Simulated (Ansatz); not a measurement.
**Br3ClHf (SMILES [Cl][Hf]([Br])([Br])[Br]): density, localisation and related maps**

```xyz
5

Br    2.0884   -1.2798   -0.3775
Br   -0.7414   -0.2873    2.3193
Br    0.3734    2.3683   -0.5039
Cl   -1.6572   -0.8485   -1.4509
Hf   -0.0132   -0.0264   -0.0284
```

Geometry: PBE0-D4/def2-SVP; core potentials replace the inner electrons of Hf.

All numbers below come from Ansatz 0.2.0, isolated molecule in a Gaussian basis; Kohn-Sham density functional theory, functional PBE0.

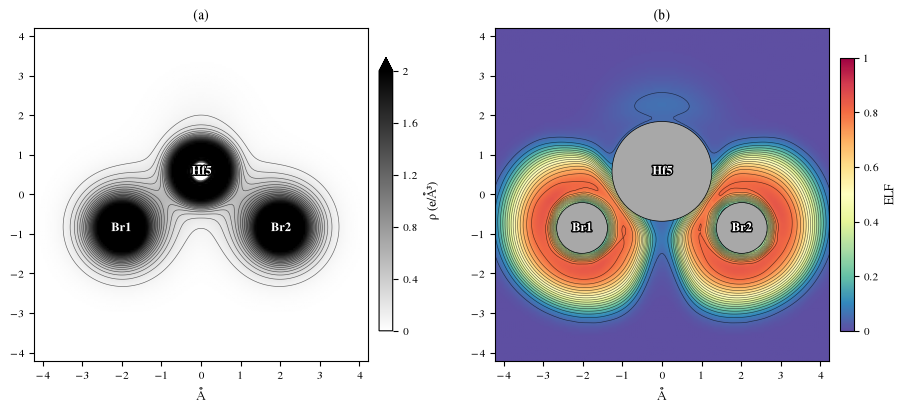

Figure 1. (a) electron density; (b) electron localisation function on the plane of atoms Br1, Hf5 and Br2. Grey discs cover the atomic cores in the ELF map.

Describe what can be read from this map.

The plane passes through Br and Hf nuclei.
Hf–Br (2.47 Å): ρ is about 0.57 e/Å³ halfway; the ELF peaks at about 0.80 in the valence shell of Br, 1.0 Å from its nucleus, and is about 0.50 at the midpoint.

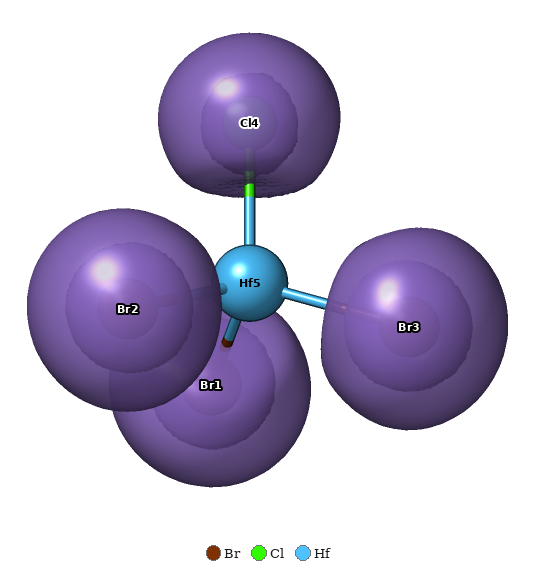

Figure 2. Isosurface of the electron localisation function at 0.75 (purple), seen from one side. Core shells and regions of very low density are left out.

What do the ELF domains correspond to?

At this value the surface marks out three regions wrapped around Br (the valence shell of each) and one region wrapped around Cl (its valence shell). Profiles from the grid: Hf–Cl (2.32 Å): the ELF peaks at about 0.85 in the valence shell of Cl, 0.8 Å from its nucleus, and is about 0.40 at the midpoint.

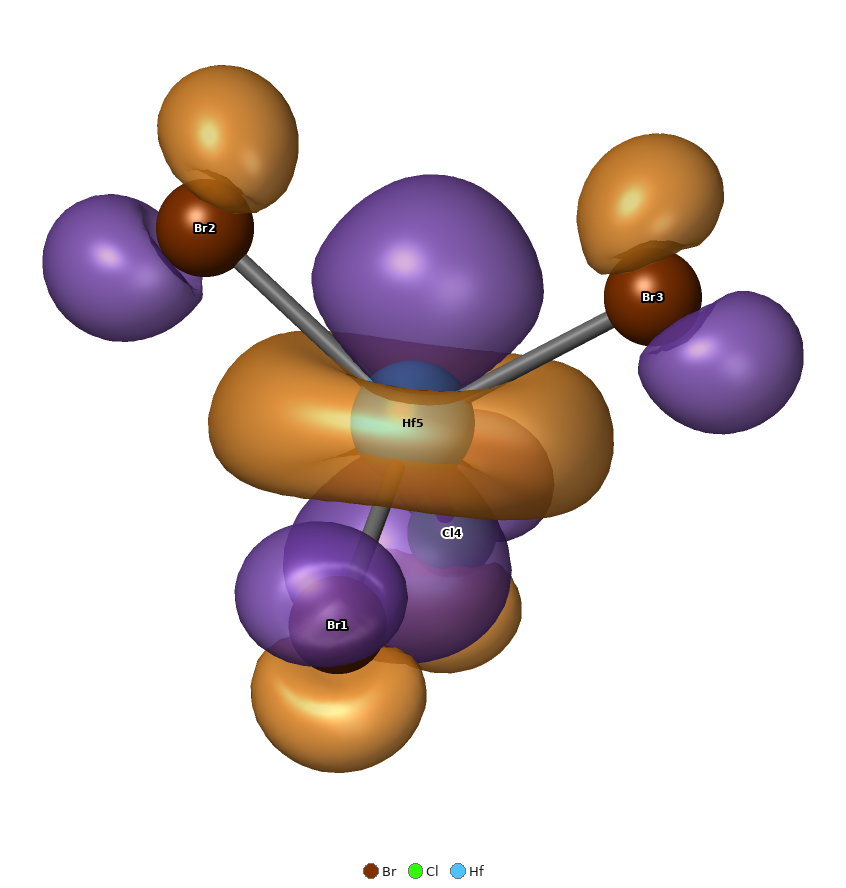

Figure 3. The LUMO at ±0.08 Å⁻³ᐟ² (orange and purple are the two phases), seen at a tilt.

What is the character of this orbital?

It lies mainly on Hf5 (about 65 %), Br1 (about 10 %), Br2 (about 10 %), Br3 (about 10 %) and Cl4 (about 5 %). It is one of a degenerate set, so its orientation is arbitrary. Its energy is −2.39 eV.
